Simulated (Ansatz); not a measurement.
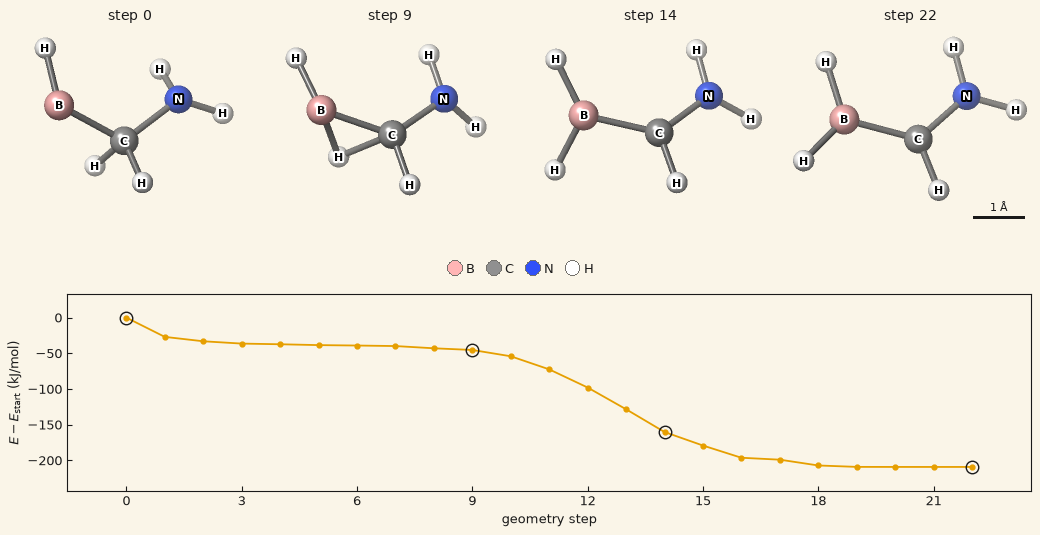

Frames of a relaxation of CH₅BN (multiplicity 2), marked on the history of the run. Style: ball-and-stick. Shown at a tilt.

It is one of the separated reactants of a reaction.

Theory: UKS PBE-D4/def2-SVP in Ansatz 0.2.0. (force threshold 0.03 eV/Å; at most 250 steps)

### Describe the path.

An H atom moves most after the best rigid fit: 1.93 Å. By element the largest moves are H 1.93 Å, B 0.58 Å, C 0.31 Å, N 0.24 Å. Near-neighbour distances that change, for instance: C–H 1.126 → 2.375 Å, B–H 1.957 → 1.217 Å, C–N 1.415 → 1.357 Å, B–C 1.556 → 1.515 Å. New bonds form, among them: B–H (1.96 → 1.22 Å). Bonds break, among them: C–H (1.13 → 2.38 Å). Among the angles between lasting bonds that change: H–N–H 97.4° → 117.2°, C–N–H 107.8° → 119.6°, B–C–H 113.5° → 123.3°. After 22 geometry steps the energy has fallen by 209.1 kJ/mol. The largest force component goes from 2 to 0.0019 eV/Å. From step 0 to 9: an H atom moves most (0.45 Å), energy −45.3 kJ/mol. From step 9 to 14: an H atom moves most (0.96 Å), energy −114.9 kJ/mol. From step 14 to 22: an H atom moves most (0.69 Å), energy −48.9 kJ/mol.

| step | E − E(0), kJ/mol | largest force component, eV/Å |
| --- | --- | --- |
| 0 | 0.00 | 2.0050 |
| 1 | -26.96 | 1.3948 |
| 2 | -33.10 | 1.0714 |
| 3 | -36.35 | 0.4092 |
| 4 | -37.29 | 0.2321 |
| 5 | -38.48 | 0.2846 |
| 6 | -39.06 | 0.4381 |
| 7 | -39.81 | 0.5188 |
| 8 | -42.93 | 0.5632 |
| 9 | -45.29 | 0.4617 |
| 10 | -54.11 | 0.8426 |
| 11 | -72.45 | 1.0550 |
| 12 | -97.89 | 1.1790 |
| 13 | -128.33 | 1.1106 |
| 14 | -160.20 | 1.0910 |
| 15 | -179.13 | 0.6805 |
| 16 | -196.26 | 0.5791 |
| 17 | -198.96 | 1.3605 |
| 18 | -207.07 | 0.2761 |
| 19 | -209.05 | 0.1106 |
| 20 | -209.11 | 0.0580 |
| 21 | -209.12 | 0.0341 |
| 22 | -209.13 | 0.0019 |
